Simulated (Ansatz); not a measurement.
# Ge₂H₆S: geometry and vibrations

What shape does Ge₂H₆S take? The plan is to relax it, check the end point by its vibrations and derive ideal-gas thermochemistry.

The runs use Ansatz 0.2.0, Gaussian basis; RKS PBE0-D4/def2-TZVP.

Plan: relaxation at PBE-D4/def2-SVP; relaxation at PBE0-D4/def2-TZVP; harmonic vibrations at the same level.

1 further run of the same task is left out (set aside as unsound or not needed).

### Step 1. The starting structure

SMILES `[GeH3][S][GeH3]`, 9 atoms, charge 0, spin multiplicity 1.

Atoms are counted from 1 here; the program's logs count them from 0.

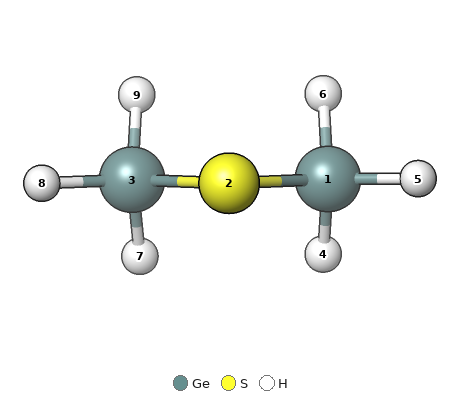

Start geometry, drawn with germanium teal, sulfur yellow, hydrogen white; atoms are numbered from 1 in the order of the file.

Geometry (Å):

```xyz
9
charge 0, multiplicity 1
Ge   -0.7414    0.6922   -1.1748
S     1.3285    0.7071   -0.5320
Ge    0.8544   -0.6878    1.1216
H    -1.1593   -0.6884   -1.5691
H    -0.9345    1.6572   -2.4376
H    -1.6815    1.2826   -0.0356
H     0.3311   -2.0049    0.5676
H     2.2310   -0.9802    1.9058
H    -0.1396   -0.0242    2.1370
```

The start is a force-field geometry with small random shifts, so a cheaper pass at PBE-D4/def2-SVP comes first.

### Step 2. Optimising with PBE-D4/def2-SVP (cheap first pass)

Contents of in.yaml:

```yaml
crystal:
  periodic: [false, false, false]
  atoms:
    - {symbol: Ge, position_ang: [-0.741400, 0.692200, -1.174800]}
    - {symbol: S, position_ang: [1.328500, 0.707100, -0.532000]}
    - {symbol: Ge, position_ang: [0.854400, -0.687800, 1.121600]}
    - {symbol: H, position_ang: [-1.159300, -0.688400, -1.569100]}
    - {symbol: H, position_ang: [-0.934500, 1.657200, -2.437600]}
    - {symbol: H, position_ang: [-1.681500, 1.282600, -0.035600]}
    - {symbol: H, position_ang: [0.331100, -2.004900, 0.567600]}
    - {symbol: H, position_ang: [2.231000, -0.980200, 1.905800]}
    - {symbol: H, position_ang: [-0.139600, -0.024200, 2.137000]}
basis:
  gaussian: {orbitals: def2-SVP}
hamiltonian: {xc: pbe, dispersion: d4}
relax: {f_tol: 0.03, max_steps: 200}
```

Standard output, shortened:

```text
Functional definition: PBE
  name "PBE"
  cite "Perdew, Burke & Ernzerhof, Phys. Rev. Lett. 77, 3865 (1996) doi:10.1103/PhysRevLett.77.3865"
  parent pbe
[...]
1255 factors; their error is unknown
[...]
mean field -123930.26357744 eV, -4554.3531835213 hartree, gradient 7.1e-5 eV, S^2 0.000000; 0 other end points of the search recorded, 0 dependent functions left out
[...]
reference -123930.26361599 eV, -4554.3531849379 hartree; 43, 43 occupied and 69, 69 virtual orbitals, 1255 factors
relax step   1: F+E_penalty+E_count = -123930.48488260 eV  Δ(F+E_penalty+E_count) = +0.000e0 eV  max|allowed force component| = 1.845e0 eV/Å  Δτ_max = 0.0000 Å  (25 SCF iters, accepted)
[...]
relax step   4: F+E_penalty+E_count = -123930.70286438 eV  Δ(F+E_penalty+E_count) = -3.186e-3 eV  max|allowed force component| = 3.979e-2 eV/Å  Δτ_max = 0.0340 Å  (25 SCF iters, accepted)
[...]
relax step   5: F+E_penalty+E_count = -123930.70401596 eV  Δ(F+E_penalty+E_count) = -1.152e-3 eV  max|allowed force component| = 8.906e-3 eV/Å  Δτ_max = 0.0268 Å  (24 SCF iters, accepted)
1255 factors; their error is unknown
mean field -123930.48994385 eV, -4554.3615023334 hartree, gradient 1.7e-5 eV, S^2 0.000000; 1 other end points of the search recorded, 0 dependent functions left out
[...]
reference -123930.48998356 eV, -4554.3615037925 hartree; 43, 43 occupied and 69, 69 virtual orbitals, 1255 factors
Total energy: -123930.70405567 eV, -4554.3693707974 hartree
Atom 0 at    -0.841197     0.761144    -1.252768 Å, force    -0.001841     0.003536    -0.005081 eV/Å
Atom 1 at     1.274960     0.679854    -0.495875 Å, force     0.008906     0.004580    -0.003595 eV/Å
Atom 2 at     0.933295    -0.732152     1.220823 Å, force     0.004450    -0.002238     0.004153 eV/Å
Atom 3 at    -1.311023    -0.656208    -1.679082 Å, force    -0.005034     0.006132    -0.000476 eV/Å
Atom 4 at    -0.809642     1.717009    -2.469725 Å, force    -0.001853    -0.003536     0.004021 eV/Å
Atom 5 at    -1.783747     1.309808    -0.147317 Å, force    -0.002841    -0.002069    -0.006882 eV/Å
Atom 6 at     0.377502    -2.084436     0.697484 Å, force     0.001313     0.000902     0.007840 eV/Å
Atom 7 at     2.320319    -0.927860     1.879310 Å, force    -0.005878     0.000017    -0.001394 eV/Å
Atom 8 at    -0.071769    -0.113559     2.230050 Å, force     0.002779    -0.007322     0.001414 eV/Å
Dipole moment:    -0.222467    -0.120515     0.086854 e Å
```

Wall time 7 s (4 threads, shared host).

Step by step:

```tsv
step	energy from step 1 (eV)	largest force component (eV/Å)
1	0.0000	1.8450
2	-0.1902	0.3452
3	-0.2148	0.0771
4	-0.2180	0.0398
5	-0.2191	0.0089
```

Distances of close pairs at the start and the end, largest changes first:

```tsv
bond	before (Å)	after (Å)	change (Å)
Ge1–S2	2.167	2.249	+0.081
Ge3–H8	1.611	1.548	-0.063
Ge1–H4	1.495	1.553	+0.057
Ge1–H5	1.601	1.548	-0.053
Ge1–H6	1.591	1.553	-0.038
S2–Ge3	2.215	2.249	+0.034
Ge3–H7	1.522	1.553	+0.031
Ge3–H9	1.568	1.553	-0.015
```

### Step 3. Relaxation at PBE0-D4/def2-TZVP

Contents of in.yaml:

```yaml
crystal:
  periodic: [false, false, false]
  atoms:
    - {symbol: Ge, position_ang: [-0.841197, 0.761144, -1.252768]}
    - {symbol: S, position_ang: [1.274960, 0.679854, -0.495875]}
    - {symbol: Ge, position_ang: [0.933295, -0.732152, 1.220823]}
    - {symbol: H, position_ang: [-1.311023, -0.656208, -1.679082]}
    - {symbol: H, position_ang: [-0.809642, 1.717009, -2.469725]}
    - {symbol: H, position_ang: [-1.783747, 1.309808, -0.147317]}
    - {symbol: H, position_ang: [0.377502, -2.084436, 0.697484]}
    - {symbol: H, position_ang: [2.320319, -0.927860, 1.879310]}
    - {symbol: H, position_ang: [-0.071769, -0.113559, 2.230050]}
basis:
  gaussian: {orbitals: def2-TZVP}
hamiltonian: {xc: pbe0, dispersion: d4}
relax: {f_tol: 0.005, max_steps: 150}
```

Standard output, shortened:

```text
Functional definition: PBE0
  name "PBE0"
  cite "Adamo & Barone, J. Chem. Phys. 110, 6158 (1999) doi:10.1063/1.478522"
  cite "Perdew, Burke & Ernzerhof, Phys. Rev. Lett. 77, 3865 (1996) doi:10.1103/PhysRevLett.77.3865"
  parent pbe
[...]
1337 factors; their error is unknown
[...]
mean field -123952.71550640 eV, -4555.1782766919 hartree, gradient 2.3e-5 eV, S^2 0.000000; 0 other end points of the search recorded, 0 dependent functions left out
[...]
reference -123952.71553925 eV, -4555.1782778992 hartree; 43, 43 occupied and 126, 126 virtual orbitals, 1337 factors
relax step   1: F+E_penalty+E_count = -123952.89834059 eV  Δ(F+E_penalty+E_count) = +0.000e0 eV  max|allowed force component| = 4.509e-1 eV/Å  Δτ_max = 0.0000 Å  (24 SCF iters, accepted)
[...]
Total energy: -123952.92111435 eV, -4555.1858326447 hartree
Atom 0 at    -0.832203     0.755761    -1.242996 Å, force     0.003017     0.000293     0.000734 eV/Å
Atom 1 at     1.255318     0.669085    -0.488252 Å, force    -0.003390    -0.002039     0.001169 eV/Å
Atom 2 at     0.927317    -0.725156     1.209806 Å, force     0.000995     0.001994    -0.002176 eV/Å
Atom 3 at    -1.295809    -0.649276    -1.661945 Å, force    -0.000895    -0.000614    -0.000802 eV/Å
Atom 4 at    -0.806060     1.701838    -2.449022 Å, force     0.000847     0.000587    -0.000433 eV/Å
Atom 5 at    -1.763520     1.296972    -0.145534 Å, force    -0.001098     0.000650     0.000239 eV/Å
Atom 6 at     0.374867    -2.062503     0.689244 Å, force     0.000055    -0.001351     0.000270 eV/Å
Atom 7 at     2.299049    -0.921807     1.865493 Å, force     0.000956     0.000535    -0.000169 eV/Å
Atom 8 at    -0.070261    -0.111314     2.206106 Å, force    -0.000485    -0.000054     0.001169 eV/Å
Dipole moment:    -0.213668    -0.115712     0.083409 e Å
```

Wall time 16 s (4 threads, shared host); peak memory 0.52 GiB.

Relaxation path:

```tsv
step	energy from step 1 (eV)	largest force component (eV/Å)
1	0.0000	0.4509
2	-0.0220	0.0438
3	-0.0224	0.0287
4	-0.0227	0.0034
```

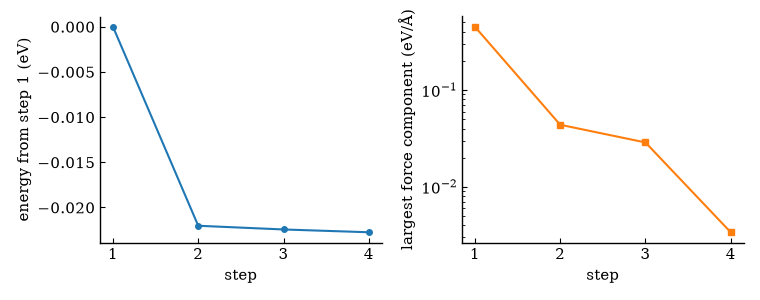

Energy and largest force along the relaxation.

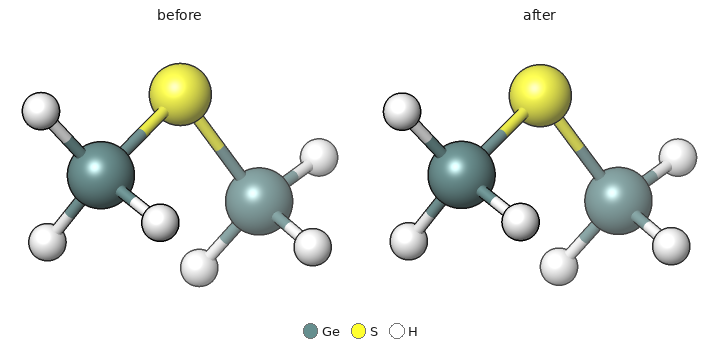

Before and after, at one scale.

Distances of close pairs at the start and the end, largest changes first:

```tsv
bond	before (Å)	after (Å)	change (Å)
Ge1–S2	2.249	2.221	-0.027
S2–Ge3	2.249	2.221	-0.027
Ge1–H4	1.553	1.538	-0.015
Ge3–H7	1.553	1.538	-0.015
Ge3–H9	1.553	1.538	-0.015
Ge1–H6	1.553	1.538	-0.015
Ge3–H8	1.548	1.533	-0.015
Ge1–H5	1.548	1.533	-0.015
```

Mulliken charges of the relaxed molecule (report file):

```tsv
atom	value (e)
Ge1	0.12
S2	-0.39
Ge3	0.12
H4	0.02
H5	0.03
H6	0.02
H7	0.02
H8	0.03
H9	0.02
```

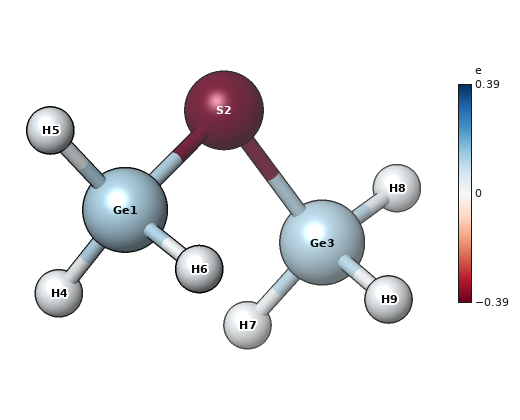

Mulliken charges of the relaxed molecule (report file), as colours on the atoms.

### Step 4. Force constants and modes

Contents of in.yaml:

```yaml
crystal:
  periodic: [false, false, false]
  atoms:
    - {symbol: Ge, position_ang: [-0.832203, 0.755761, -1.242996]}
    - {symbol: S, position_ang: [1.255318, 0.669085, -0.488252]}
    - {symbol: Ge, position_ang: [0.927317, -0.725156, 1.209806]}
    - {symbol: H, position_ang: [-1.295809, -0.649276, -1.661945]}
    - {symbol: H, position_ang: [-0.806060, 1.701838, -2.449022]}
    - {symbol: H, position_ang: [-1.763520, 1.296972, -0.145534]}
    - {symbol: H, position_ang: [0.374867, -2.062503, 0.689244]}
    - {symbol: H, position_ang: [2.299049, -0.921807, 1.865493]}
    - {symbol: H, position_ang: [-0.070261, -0.111314, 2.206106]}
basis:
  gaussian: {orbitals: def2-TZVP}
hamiltonian: {xc: pbe0, dispersion: d4}
phonons: {temperatures: {t_min: 298.15, t_max: 900, t_step: 200}}
```

Standard output, shortened:

```text
Functional definition: PBE0
  name "PBE0"
  cite "Adamo & Barone, J. Chem. Phys. 110, 6158 (1999) doi:10.1063/1.478522"
  cite "Perdew, Burke & Ernzerhof, Phys. Rev. Lett. 77, 3865 (1996) doi:10.1103/PhysRevLett.77.3865"
  parent pbe
[...]
1337 factors; their error is unknown
[...]
mean field -123952.73691809 eV, -4555.1790635572 hartree, gradient 1.5e-5 eV, S^2 0.000000; 0 other end points of the search recorded, 0 dependent functions left out
[...]
reference -123952.73695074 eV, -4555.1790647569 hartree; 43, 43 occupied and 126, 126 virtual orbitals, 1337 factors
[...]
1337 factors; their error is unknown
[...]
mean field -123952.73683559 eV, -4555.1790605254 hartree, gradient 1.7e-6 eV, S^2 0.000000; 0 other end points of the search recorded, 0 dependent functions left out
[...]
Atom 1 at     1.255318     0.669085    -0.488252 Å, force    -0.003387    -0.002038     0.001171 eV/Å
Atom 2 at     0.927317    -0.725156     1.209806 Å, force     0.000990     0.001992    -0.002176 eV/Å
Atom 3 at    -1.295809    -0.649276    -1.661945 Å, force    -0.000892    -0.000607    -0.000801 eV/Å
Atom 4 at    -0.806060     1.701838    -2.449022 Å, force     0.000846     0.000589    -0.000435 eV/Å
Atom 5 at    -1.763520     1.296972    -0.145534 Å, force    -0.001095     0.000651     0.000238 eV/Å
Atom 6 at     0.374867    -2.062503     0.689244 Å, force     0.000055    -0.001349     0.000271 eV/Å
Atom 7 at     2.299049    -0.921807     1.865493 Å, force     0.000956     0.000536    -0.000169 eV/Å
Atom 8 at    -0.070261    -0.111314     2.206106 Å, force    -0.000481    -0.000056     0.001165 eV/Å
Dipole moment:    -0.213667    -0.115712     0.083409 e Å
Vibrations: 47.60 75.04 92.00 385.18 420.09 542.43 565.57 573.57 603.72 815.60 845.92 865.24 867.20 875.96 884.08 2145.52 2148.00 2152.43 2153.04 2176.86 2179.42 cm⁻¹, zero-point energy 1.327529 eV
```

Wall time 2.2 min (4 threads, shared host); peak memory 0.52 GiB.

Motions are named by where the mode's potential energy lies. The modes, unscaled (a negative number is an imaginary wavenumber):

```tsv
mode	cm⁻¹	motion
1	48	torsion
2	75	torsion
3	92	bend
4	385	Ge–S stretch
5	420	Ge–S stretch
6	542	bend
7	566	bend
8	574	bend
9	604	bend
10	816	bend
11	846	bend
12	865	bend
13	867	bend
14	876	bend
15	884	bend
16	2146	Ge–H stretch
17	2148	Ge–H stretch
18	2152	Ge–H stretch
19	2153	Ge–H stretch
20	2177	Ge–H stretch
21	2179	Ge–H stretch
```

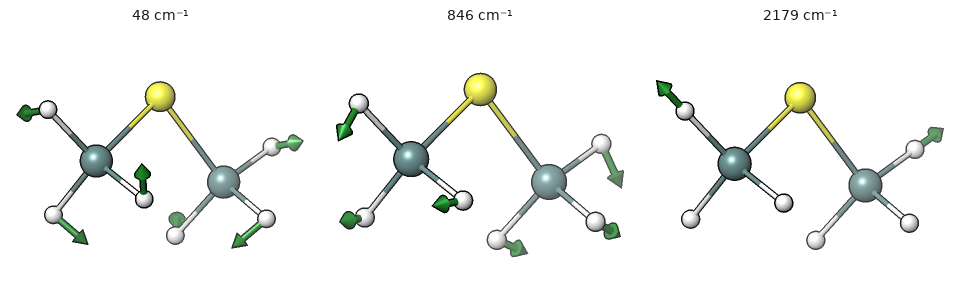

Displacements of 3 modes, as arrows.

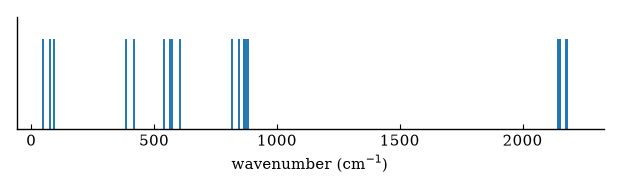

The harmonic wavenumbers as sticks (no intensities were computed).

From these modes and the moments of inertia (298.15 K, 1 bar, symmetry number 2):

```tsv
term	value
zero-point energy	30.6 kcal/mol
H(298) − E	35.5 kcal/mol
entropy, translation	173.8 J/(mol K)
entropy, rotation	111.5 J/(mol K)
entropy, vibration	73.1 J/(mol K)
entropy, total	358.4 J/(mol K)
```

### Step 5. What came out

```
                  quantity            value
               point group              C2v
                     steps            5 + 4
shift from the start (rms)          0.131 Å
              total energy  -123952.9211 eV
           dispersion term         -184 meV
             dipole moment           1.23 D
lowest, highest wavenumber    48, 2179 cm⁻¹
         zero-point energy    30.6 kcal/mol
       entropy at 298.15 K  358.4 J/(mol K)
```

**Reading.** The relaxed geometry lies 0.13 Å (rms) from the start; the bond that changed most is Ge3–H8, from 1.611 to 1.533 Å. All wavenumbers are real, so the end point is a minimum. The stiffest mode, 2179 cm⁻¹, is a Ge–H stretch, and 3 modes under 200 cm⁻¹ make the vibrational entropy uncertain. Harmonic hybrid wavenumbers usually lie a few per cent above measured fundamentals. The largest Mulliken charge, -0.39 e, sits on S2.
